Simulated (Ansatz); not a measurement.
# AsH4Si with multiplicity 2: a nudged elastic band in two tries

Wanted: a band of images between two relaxed ends, and a check that the input is sound. SMILES of the start: [SiH2][AsH2].

All numbers below are computed with Ansatz 0.2.0 (UKS B3LYP-D4/def2-SVP).

### Step 1. Starting point

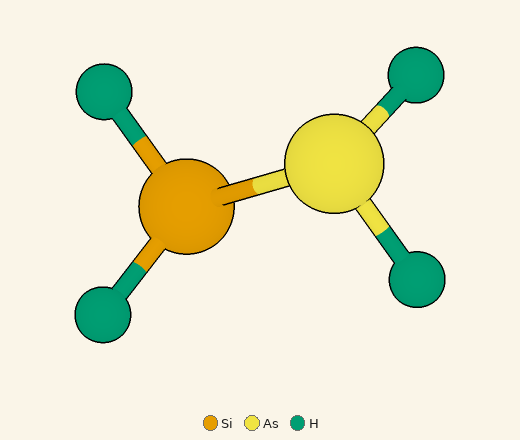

The starting structure, seen from a chosen angle (silicon amber, arsenic yellow, hydrogen teal).

Coordinates:

```xyz
6

Si   -0.0113   -1.0613    0.1608
As    0.0260    1.2496   -0.4189
H     1.2600   -1.6968   -0.3184
H    -1.1548   -1.7190   -0.5533
H     1.0460    1.6185    0.6598
H    -1.1659    1.6090    0.4698
```

### Step 2. The run

Contents of input.yaml:

```yaml
crystal:
  periodic: [false, false, false]
  atoms:
    - { symbol: Si, position_ang: [-0.011298, -1.061337, 0.160847] }
    - { symbol: As, position_ang: [0.025976, 1.249611, -0.41888] }
    - { symbol: H, position_ang: [1.259967, -1.696758, -0.318374] }
    - { symbol: H, position_ang: [-1.154762, -1.718997, -0.553277] }
    - { symbol: H, position_ang: [1.046013, 1.618467, 0.659842] }
    - { symbol: H, position_ang: [-1.165887, 1.609025, 0.469832] }
magnetization:
  spin_polarized: true
  initial_magnetization: 1
basis:
  gaussian: { orbitals: def2-SVP }
hamiltonian:
  xc: b3lyp
  dispersion: d4
neb:
  order_check: false
  images: 7
  f_tol: 0.05
  max_iterations: 8
  final_atoms:
    - { symbol: Si, position_ang: [0.38425672, -1.05932105, 0.04453986] }
    - { symbol: As, position_ang: [0.56032096, 1.32212928, -0.11515668] }
    - { symbol: H, position_ang: [0.69494429, -1.68545965, -1.27802601] }
    - { symbol: H, position_ang: [-0.93326338, -1.57348774, 0.53571557] }
    - { symbol: H, position_ang: [0.1966239, 1.50840709, 1.359872] }
    - { symbol: H, position_ang: [-0.90287349, 1.48774306, -0.54695475] }
  initial_path: idpp
  optimiser: cg
```

On the command line:

```
> ansatz run input.yaml --threads 1 --pin off --max-ram 2048MiB --backend cpu --events-out ev --progress --plain --runs-dir out
```

What it wrote:

```text
Error: YAML parse error: error: line 31 column 14: unknown variant `cg`, expected one of quadratic_models, fire, lbfgs
  --> <input>:31:14
   |
29 |     - { symbol: H, position_ang: [-0.90287349, 1.48774306, -0.54695475] }
30 |   initial_path: idpp
31 |   optimiser: cg
   |              ^ unknown variant `cg`, expected one of quadratic_models, fire, lbfgs
```

Wall time 0.05 s (1 thread of Intel Xeon at 2.50GHz (Skylake/Cascade Lake), shared host); peak memory 0.027 GiB.

### Step 3. What went wrong

The run ended at the input check. It says: «line 31 column 14: unknown variant `cg`, expected one of quadratic_models, fire, lbfgs»

The word typed for the ensemble or optimiser is not among those the program lists.

Remedy: pick a word from the list in the message.

### Step 4. Second try

input.yaml, as its differences from that of step 2:

```diff
@@ -21,3 +21,3 @@
   f_tol: 0.05
-  max_iterations: 8
+  max_iterations: 51
   final_atoms:
@@ -29,3 +29,12 @@
     - { symbol: H, position_ang: [-0.90287349, 1.48774306, -0.54695475] }
-  initial_path: idpp
-  optimiser: cg
+  initial_path:
+    images:
+      - { positions_ang: [[-0.011298, -1.061337, 0.160847], [0.025976, 1.249611, -0.41888], [1.259967, -1.696758, -0.318374], [-1.154762, -1.718997, -0.553277], [1.046013, 1.618467, 0.659842], [-1.165887, 1.609025, 0.469832]] }
+      - { positions_ang: [[-0.11966147, -1.05812801, 0.10379887], [-0.14571475, 1.25403989, -0.33342963], [1.10479303, -1.66068785, -0.04017673], [-0.89494374, -1.67715219, -0.76851673], [0.97016411, 1.57402648, 0.35227453], [-0.91462818, 1.56791268, 0.6860397]] }
+      - { positions_ang: [[-0.22802494, -1.05491902, 0.04675074], [-0.3174055, 1.25846878, -0.24797926], [0.94961906, -1.6246177, 0.23802054], [-0.63512547, -1.63530739, -0.98375647], [0.89431522, 1.52958596, 0.04470706], [-0.66336937, 1.52680036, 0.90224739]] }
+      - { positions_ang: [[-0.33638841, -1.05171003, -0.01029738], [-0.48909625, 1.26289768, -0.16252889], [0.79444509, -1.58854755, 0.51621781], [-0.37530721, -1.59346258, -1.1989962], [0.81846633, 1.48514545, -0.26286041], [-0.41211055, 1.48568804, 1.11845509]] }
+      - { positions_ang: [[-0.44475188, -1.04850104, -0.06734551], [-0.660787, 1.26732657, -0.07707852], [0.63927113, -1.5524774, 0.79441507], [-0.11548895, -1.55161778, -1.41423594], [0.74261743, 1.44070493, -0.57042788], [-0.16085174, 1.44457572, 1.33466278]] }
+      - { positions_ang: [[-0.23749973, -1.05120604, -0.03937417], [-0.35551001, 1.28102725, -0.08659806], [0.65318942, -1.58572296, 0.2763048], [-0.31993256, -1.55708527, -0.92674806], [0.60611905, 1.45763047, -0.08785291], [-0.34635718, 1.45536756, 0.8642584]] }
+      - { positions_ang: [[-0.03024758, -1.05391104, -0.01140283], [-0.05023302, 1.29472792, -0.0961176], [0.66710771, -1.61896852, -0.24180547], [-0.52437616, -1.56255276, -0.43926018], [0.46962067, 1.47455601, 0.39472206], [-0.53186261, 1.46615939, 0.39385402]] }
+      - { positions_ang: [[0.17700457, -1.05661605, 0.01656852], [0.25504397, 1.3084286, -0.10563714], [0.681026, -1.65221409, -0.75991574], [-0.72881977, -1.56802025, 0.0482277], [0.33312228, 1.49148155, 0.87729703], [-0.71736805, 1.47695122, -0.07655037]] }
+      - { positions_ang: [[0.38425672, -1.05932105, 0.04453986], [0.56032096, 1.32212928, -0.11515668], [0.69494429, -1.68545965, -1.27802601], [-0.93326338, -1.57348774, 0.53571557], [0.1966239, 1.50840709, 1.359872], [-0.90287349, 1.48774306, -0.54695475]] }
```

On the command line:

```
> ansatz run input.yaml --threads 1 --pin off --max-ram 2048MiB --backend cpu --events-out ev --progress --plain --runs-dir out
```

The limit on steps is raised as well. From its log:

```text
NEB iter   1: max|band force component| = 1.838e2 eV/Å  barrier→ = 75.4521 eV  barrier← = 75.3704 eV  Δτ_max = 0.1979 Å  (228 SCF iters)
NEB iter   2: max|band force component| = 8.306e1 eV/Å  barrier→ = 27.0835 eV  barrier← = 27.0018 eV  Δτ_max = 0.1957 Å  (204 SCF iters)
NEB iter   3: max|band force component| = 4.075e1 eV/Å  barrier→ = 12.5383 eV  barrier← = 12.4566 eV  Δτ_max = 0.1959 Å  (203 SCF iters)
[...]
NEB iter  14: max|band force component| = 2.343e-1 eV/Å  barrier→ = 0.0862 eV  barrier← = 0.0045 eV  CI = image 6  Δτ_max = 0.0313 Å  (190 SCF iters)
NEB iter  15: max|band force component| = 8.583e-2 eV/Å  barrier→ = 0.0837 eV  barrier← = 0.0020 eV  CI = image 6  Δτ_max = 0.0092 Å  (178 SCF iters)
NEB iter  16: max|band force component| = 4.849e-2 eV/Å  barrier→ = 0.0835 eV  barrier← = 0.0018 eV  CI = image 6  Δτ_max = 0.0000 Å  (355 SCF iters)
```

It took 13 min on 1 thread of Intel Xeon at 2.50GHz (Skylake/Cascade Lake), shared host; peak memory 0.2 GiB.

The second input runs as intended: 16 iterations, highest image 0.08 eV above the first end.

### Step 5. Summary of results

```
 quantity                                                                              value
first try                                                                            refused
    cause  the word typed for the ensemble or optimiser is not among those the program lists
```

**Reading.** The fault in the first input was caught at the input check and cost nothing.
